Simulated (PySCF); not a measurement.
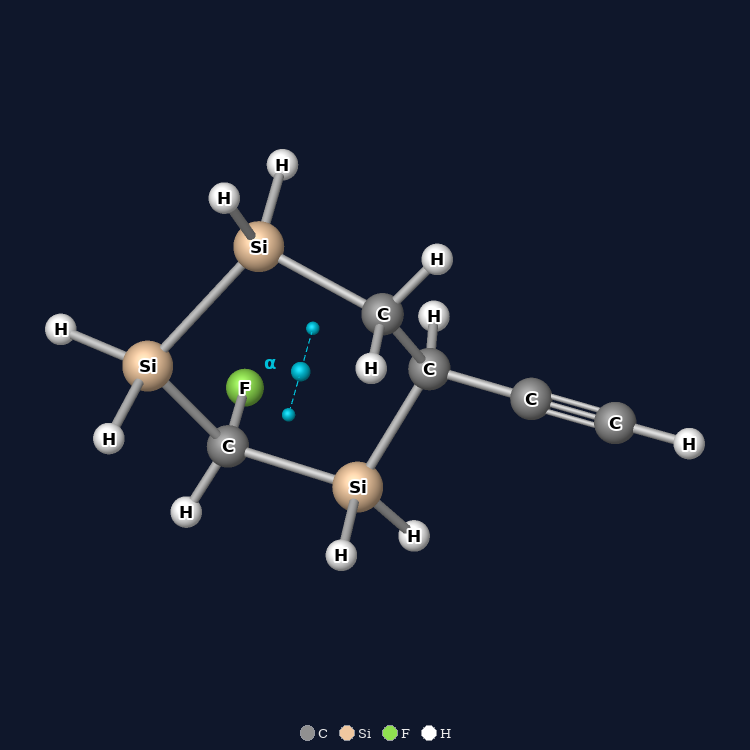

The small points mark where nucleus-independent chemical shifts (NICS) were computed: at the centre of each lettered ring and 1 Å above and below it. Computed geometry: GFN2-xTB optimisation. No frequency run is at hand to confirm it as a minimum. Level of theory: GIAO PBE0/pcSseg-1 NMR shielding, non-relativistic, gas phase (PySCF 2.14.0).

Give NICS(0), NICS(1) and the out-of-plane component NICS(1)zz for each ring (means of the two sides).

```json
{"ring": "α", "members": "C3Si3", "NICS(0)": "−1.5", "NICS(1)": "−1.5", "NICS(1)zz": "4.8"}
```

Values in ppm.

### What do the values say about the ring currents?

Ring α: weak, as in a non-aromatic ring. NICS is one index among several.

The geometry is semi-empirical. Around Si such bond lengths and angles can be off by a tenth of an ångström or more and by several degrees, and values that hang on the shape move with them.
